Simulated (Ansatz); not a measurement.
Input

```
crystal:
  periodic: [false, false, false]
  atoms:
    - symbol: C
      position_ang: [-0.725306, 1.016114, 0.830326]
    - symbol: F
      position_ang: [0.615811, 0.553018, 0.938888]
    - symbol: "N"
      position_ang: [-1.377385, 1.148292, 2.069078]
    - symbol: H
      position_ang: [-0.947186, 1.835016, 2.673612]
    - symbol: H
      position_ang: [-1.478330, 0.270786, 2.560930]
    - symbol: H
      position_ang: [-1.239608, 0.286670, 0.205093]
    - symbol: H
      position_ang: [-0.664504, 1.980769, 0.327091]
basis:
  gaussian: {orbitals: def2-TZVPD}
magnetization: {spin_polarized: false, initial_magnetization: 0}
hamiltonian: {xc: {name: PBE0}}
output: {forces: true, orbitals: {seedname: orbitals}}
```

Run with:

```sh
ansatz run input.yaml --threads 2 --pin off --max-ram 4350MiB --events-out events.jsonl --progress --plain --runs-dir runs
```

Geometry: B3LYP-D4/def2-TZVP.

These are results of isolated molecule in a Gaussian basis; Kohn-Sham density functional theory, functional PBE0 (Ansatz), not measurements.

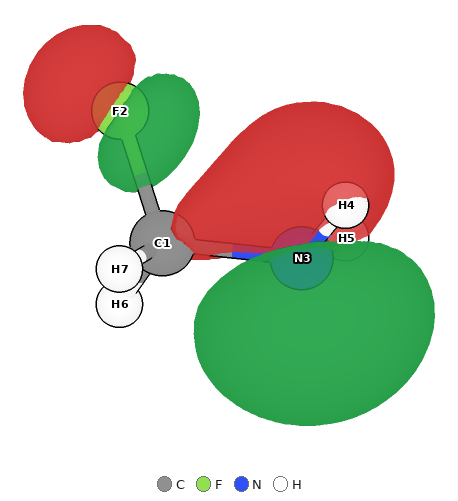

CH$_{4}$FN (SMILES NCF). The HOMO at ±0.1 Å⁻³ᐟ² (green and red are the two phases), seen from one side.

> Where does this orbital lie, and at what energy?

It lies mainly on N3 (about 70 %), F2 (about 10 %) and C1 (about 10 %); largely a lone pair of N3. Its energy is −8.05 eV.
